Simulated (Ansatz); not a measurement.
## Electronic structure of C2H7AlO2 (SMILES C[CH2][Al]([OH])[OH]) in real space

| atom | x (Å) | y (Å) | z (Å) |
| --- | --- | --- | --- |
| C | 0.3753 | 0.3735 | -0.9898 |
| C | 1.3988 | 0.5251 | 0.1348 |
| Al | -1.3649 | 1.1850 | -0.6852 |
| O | -2.4950 | 1.1917 | -1.9608 |
| O | -1.6988 | 1.8528 | 0.8467 |
| H | 0.7688 | 0.7837 | -1.9376 |
| H | 0.1961 | -0.6955 | -1.2097 |
| H | 1.0325 | 0.0974 | 1.0810 |
| H | 2.3534 | 0.0266 | -0.1025 |
| H | 1.6265 | 1.5831 | 0.3394 |
| H | -3.3866 | 1.5391 | -1.9687 |
| H | -2.4971 | 2.2803 | 1.1554 |

Geometry: PBE0-D3(BJ)/def2-SVP.

Theory: isolated molecule in a Gaussian basis; Kohn-Sham density functional theory, functional PBE0 in Ansatz 0.2.0.

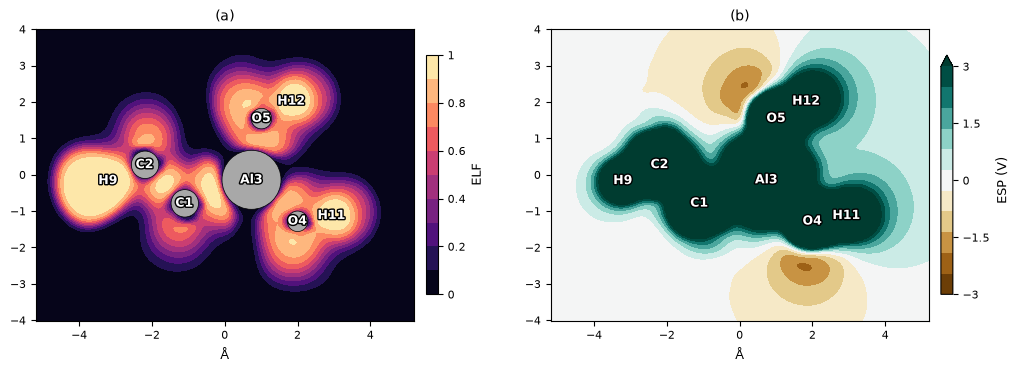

Figure 1. (a) ELF; (b) electrostatic potential on the plane of atoms C1, Al3 and O4. Grey discs cover the atomic cores in the ELF map.

### What do the fields say about this system?

The plane passes through C, Al, O and H nuclei.
C–C (1.53 Å): the ELF peaks at about 0.95 between the atoms: localised, covalent bonding.
Al–O (1.70 Å): the ELF peaks at about 0.90 in the valence shell of O, 0.6 Å from its nucleus, and is about 0.40 at the midpoint.
C–Al (1.94 Å): the ELF peaks at about 0.95 between the atoms; a polar covalent bond.
O–H (0.96 Å): the ELF climbs to about 1 towards the hydrogen, as it does in any bond to H (a covalent bond by its length).
C–H (1.10 Å): the ELF climbs to about 1 towards the hydrogen (a covalent bond by its length).
The ELF also peaks beside O4 and O5, away from the bonds: lone-pair regions.
Outside the dense part of the molecule the potential is most negative (−2.0 V) near O4.

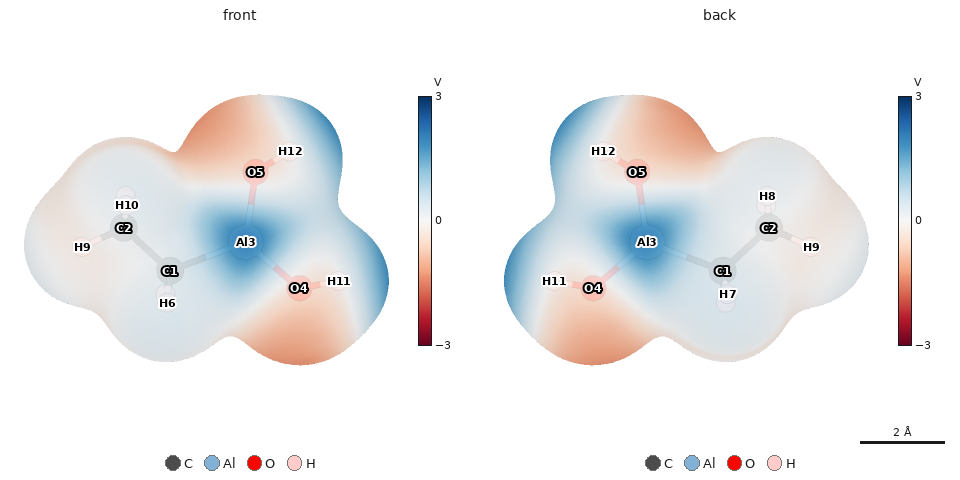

Figure 2. The electrostatic potential painted on the density surface at 0.001 e/bohr³, seen from the front and from behind; red is negative and blue positive.

### Where is the surface potential most negative and most positive?

The most negative region (about −1.3 V) lies over O4 and O5, the most positive (about +2.0 V) over Al3.

### What dipole moment does the calculation give?

Its dipole moment is 1.48 D.

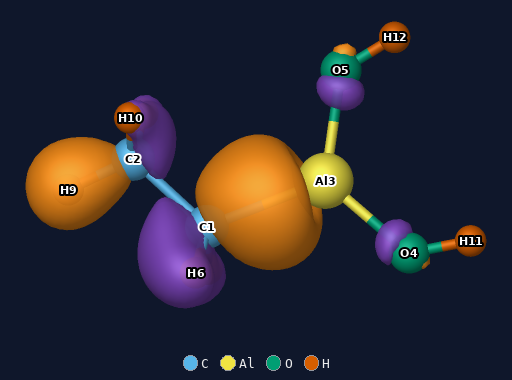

Figure 3. One frontier orbital at ±0.15 Å⁻³ᐟ² (orange and purple are the two phases), seen across its widest extent.

### Which orbital is it: HOMO or LUMO?

The HOMO, at −7.88 eV. By Hirshfeld shares it lies mainly on C1 (about 40 %), Al3 (about 20 %), C2 (about 10 %) and H9 (about 10 %).
